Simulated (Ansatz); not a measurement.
# Single-point calculation, with input and output: C$_{2}$H$_{4}$Cl$_{2}$Si

System: C$_{2}$H$_{4}$Cl$_{2}$Si, SMILES C=C[SiH](Cl)Cl.
Method: UKS r2SCAN-rvv10/cc-pVTZ (Ansatz 0.2.0).

The geometry comes from this level: PBE0-D4/def2-TZVP. Figures and captions count atoms from 1; the log counts them from 0 in places.

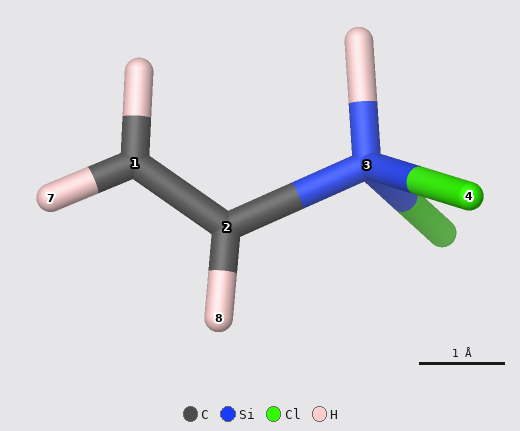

*The structure as given in the input (stick view, seen at a tilt; atoms are numbered from 1 in the order of the input).*

Bond lengths as drawn: Cl–Si 2.05 Å, C–C 1.33 Å, C–H 1.09 Å, C–Si 1.84 Å and H–Si 1.48 Å.

The input:
```yaml
crystal:
  periodic: [false, false, false]
  atoms:
    - {symbol: C, position_ang: [-0.176596, 0.830729, 1.338077]}
    - {symbol: C, position_ang: [-0.554907, -0.120243, 0.488455]}
    - {symbol: Si, position_ang: [0.405329, -0.444377, -1.046548]}
    - {symbol: Cl, position_ang: [1.091281, -2.373045, -1.065877]}
    - {symbol: Cl, position_ang: [-0.776009, -0.179106, -2.697198]}
    - {symbol: H, position_ang: [0.703052, 1.442798, 1.157555]}
    - {symbol: H, position_ang: [-0.725833, 1.042212, 2.250846]}
    - {symbol: H, position_ang: [-1.441484, -0.711822, 0.704678]}
    - {symbol: H, position_ang: [1.563665, 0.466553, -1.147087]}
basis:
  gaussian: {orbitals: cc-pVTZ}
magnetization: {spin_polarized: true, initial_magnetization: 0}
hamiltonian: {xc: {name: r2SCAN}, dispersion: rvv10}
scf: {lower_state_search: full}
output: {forces: true}
```

Hardware: 4 threads of AMD EPYC, 15 GiB of memory available, shared host.

Launched with:
```bash
ansatz run in.yaml --threads 4 --pin off --events-out ev --progress --plain --max-ram 10444MiB
```

What the program printed:
```
Functional definition: r2SCAN+rVV10
  name "r2SCAN+rVV10"
  cite "Furness, Kaplan, Ning, Perdew & Sun, J. Phys. Chem. Lett. 11, 8208 (2020) doi:10.1021/acs.jpclett.0c02405"
  cite "Furness, Kaplan, Ning, Perdew & Sun, J. Phys. Chem. Lett. 11, 9248 (2020) doi:10.1021/acs.jpclett.0c03077"
  cite "Vydrov & Van Voorhis, J. Chem. Phys. 133, 244103 (2010) doi:10.1063/1.3521275"
  cite "Sabatini, Gorni & de Gironcoli, Phys. Rev. B 87, 041108(R) (2013) doi:10.1103/PhysRevB.87.041108"
  cite "Ning et al., Phys. Rev. B 106, 075422 (2022) doi:10.1103/PhysRevB.106.075422"
  parent "r2scan"
  parameter k0 = 0.174
  parameter k1 = 0.065
  parameter a1 = 4.9479
  exchange = r2scan_x(k0 = k0, k1 = k1, a1 = a1)
  correlation = r2scan_c + rvv10(11.95, 0.0093)
1389 factors; their error is unknown
mean field evaluation 1: about -35053.5479 eV, gradient 3.8e1 eV
mean field evaluation 2: about -35045.7048 eV, gradient 5.1e1 eV
mean field evaluation 4: about -35060.3588 eV, gradient 3.2e0 eV
mean field evaluation 8: about -35060.4102 eV, gradient 3.3e-1 eV
mean field evaluation 16: about -35060.3600 eV, gradient 2.8e-4 eV
mean field -35060.35998369 eV, -1288.4444646352 hartree, gradient 3.4e-5 eV, S^2 0.000000; 0 other end points of the search recorded, 0 dependent functions left out
the calculation of the forces begins
reference -35060.35999601 eV, -1288.4444650880 hartree; 32, 32 occupied and 186, 186 virtual orbitals, 1389 factors
Total energy: -35060.35999601 eV, -1288.4444650880 hartree
Atom 0 at    -0.176596     0.830729     1.338077 Å, force     0.035717     0.135391     0.139998 eV/Å
Atom 1 at    -0.554907    -0.120243     0.488455 Å, force    -0.080424    -0.096436    -0.037527 eV/Å
Atom 2 at     0.405329    -0.444377    -1.046548 Å, force     0.079805     0.133853     0.089697 eV/Å
Atom 3 at     1.091281    -2.373045    -1.065877 Å, force     0.079588    -0.228805    -0.001041 eV/Å
Atom 4 at    -0.776009    -0.179106    -2.697198 Å, force    -0.141499     0.031242    -0.194046 eV/Å
Atom 5 at     0.703052     1.442798     1.157555 Å, force    -0.009371    -0.005936     0.002275 eV/Å
Atom 6 at    -0.725833     1.042212     2.250846 Å, force     0.008133     0.001854    -0.005568 eV/Å
Atom 7 at    -1.441484    -0.711822     0.704678 Å, force    -0.006784    -0.002295     0.004237 eV/Å
Atom 8 at     1.563665     0.466553    -1.147087 Å, force     0.034836     0.031132     0.001975 eV/Å
Dipole moment:    -0.036638     0.257588     0.388411 e Å
```

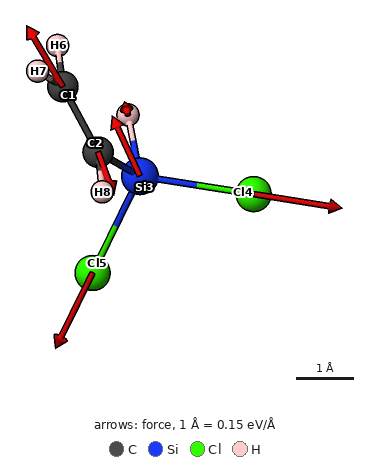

*Forces on the atoms as red arrows (ball-and-stick view, seen at a tilt; atoms are numbered from 1 in the order of the input); the smallest are left out.*

The largest act on Cl4, Cl5 (0.24 eV/Å); C1 (0.20 eV/Å); Si3 (0.18 eV/Å); C2 (0.13 eV/Å). The geometry is not a stationary point of this energy.

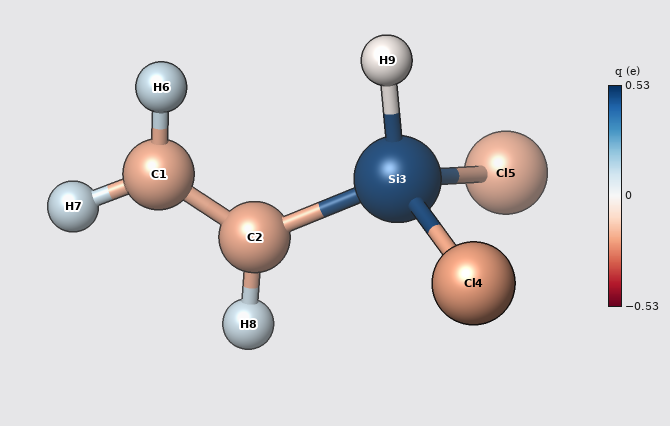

*Mulliken charges, as the colour of each atom (ball-and-stick view, seen at a tilt; atoms are numbered from 1 in the order of the input).*

By element: C −0.21, Si +0.50, Cl −0.21 and H −0.03 to +0.12 e.

Results in brief:

- outcome: converged
- total energy: −35060.3600 eV
- SCF solution under orbital rotations: stable
- largest force (length of the vector): 0.242 eV/Å
- dipole moment: 2.25 D
- wall time: 3.1 s (CPU time 12 s)
- peak memory: 0.45 GiB
